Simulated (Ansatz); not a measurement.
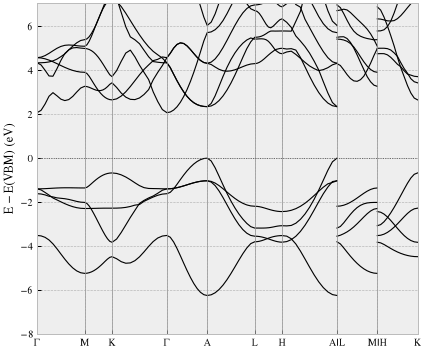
*Band structure from r²SCAN (plane waves, PAW; program Ansatz)*

**Question.** Read off the gap and where the band edges lie.

**Answer.** About 2.1 eV (2.07 eV by a search for the band edges); maximum at A, minimum at Γ.

**Question.** Pick the material that matches.
A) YN, NiAs type
B) YHSe, P-6m2 (Y on 1a, H on 1c, Se on 1f)
C) LiNbSe2, P6_3/mmc (Li on 2a, Nb on 2b, Se on 4f)
D) GdHSe, P-6m2 (Gd on 1a, H on 1c, Se on 1f)

**Answer.** B, YHSe, P-6m2 (Y on 1a, H on 1c, Se on 1f)

The first step of the workflow began from a Materials Project structure, measured or hypothetical; the Crystallography Open Database copy checked does not list it. Its standing as an ambient phase is unchecked. Symmetry was held in the r²SCAN relaxation; whether a distortion lowers the energy is not shown. No spin polarisation was allowed. Scalar-relativistic: spin–orbit coupling is off unless named, which matters more the heavier the elements.

Potentials: the later of the program's two PAW sets.
